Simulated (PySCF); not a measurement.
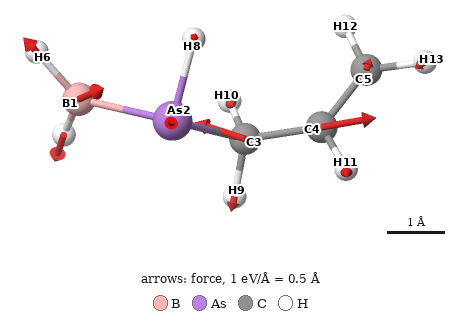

Starting geometry of C3H8AsB with the computed forces as red arrows. The picture is a ball-and-stick view, seen at a tilt.

The start comes from GFN2-xTB. Its atoms were then displaced at random by about 0.01 Å.

Method: PBE0-D3(BJ)/def2-SVP geometry optimisation, gas phase in PySCF. 

> What follows when this structure is relaxed?

It isn't relaxed: the largest force vector, on C atoms, is 1.99 eV/Å. The final displacements have little in common with the starting forces (cosine between the two patterns 0.08). An H atom moves most after the best rigid fit: 0.39 Å. Largest moves by element: H 0.39 Å, As 0.26 Å, C 0.20 Å, B 0.19 Å. Among the contacts that change: B–H 1.149 → 1.208 Å, C–C 1.433 → 1.488 Å, As–C 2.028 → 1.987 Å, As–B 2.001 → 1.969 Å. Bond angles that change, for instance: B–As–C 98.5° → 105.0°, B–As–H 96.1° → 101.9°, C–As–H 96.5° → 100.2°. After 10 geometry steps the energy has fallen by 16.3 kJ/mol.
